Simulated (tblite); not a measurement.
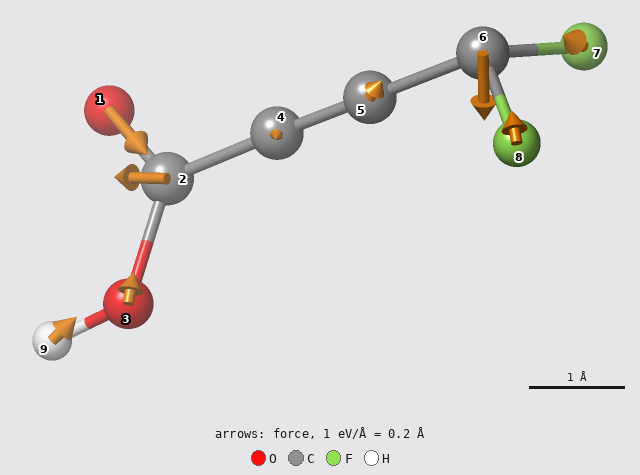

Starting geometry of C4HF2O2 (multiplicity 2) with the computed forces as orange arrows. Style: ball-and-stick. Shown from a free direction.

The calculation used tblite 0.8.0, GFN2-xTB geometry optimisation, gas phase. 

Q: Is this structure relaxed? If not, where do the atoms go?

A: It isn't relaxed: the largest force vector, on C atoms, is 4.14 eV/Å. The final displacements follow the starting forces only in part (cosine between the two patterns 0.39). Over 58 geometry steps the energy falls by 29.5 kcal/mol. F7 moves most after the best rigid fit: 0.80 Å. By element the largest moves are F 0.80 Å, C 0.39 Å, H 0.38 Å, O 0.32 Å. Some distances before and after: C5–C6 1.471 → 1.345 Å, C6–F7 1.394 → 1.320 Å, C2–O3 1.411 → 1.341 Å, O1–C2 1.258 → 1.207 Å. Among the angles between lasting bonds that change: C5–C6–F7 108.2° → 124.4°, C5–C6–F8 109.4° → 124.3°, C2–O3–H9 119.2° → 109.9°. Cost: 0.18 s on 1 thread of Arm Neoverse V2, on a shared host.
